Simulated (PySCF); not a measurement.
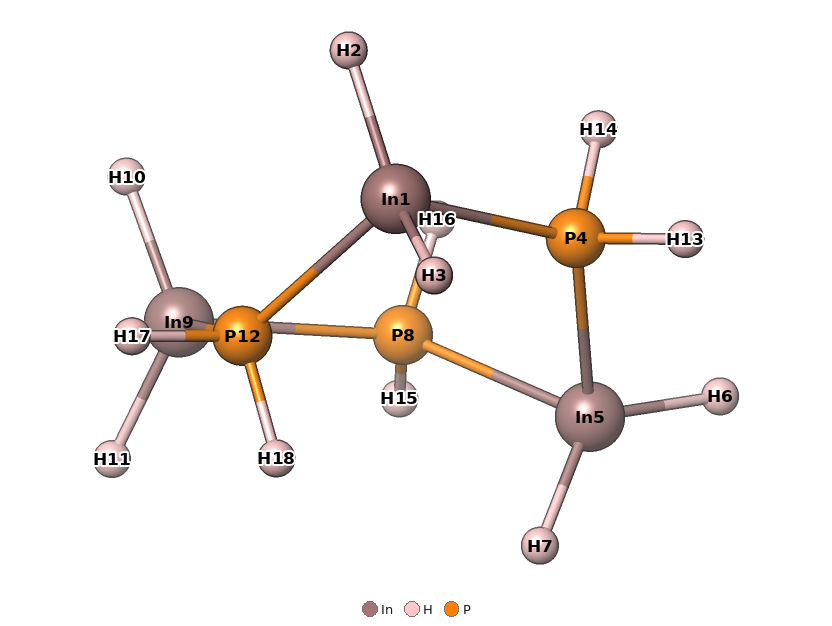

Atoms fade into the background with distance from the viewer. Computed geometry: PBE0-D3(BJ)/def2-SVP optimisation. No frequency run is at hand to confirm it as a minimum.

> How is the 6-membered ring In1–P4–In5–P8–In9–P12 puckered?

It is a boat (Cremer–Pople θ = 82°, folded into 0 to 90°). The Cremer–Pople amplitude Q is 1.32 Å.

> Give the torsion angles round the ring, beginning with the bond from its second to its third atom.

65°, −65°, 19°, 55°, −55°, −18°.
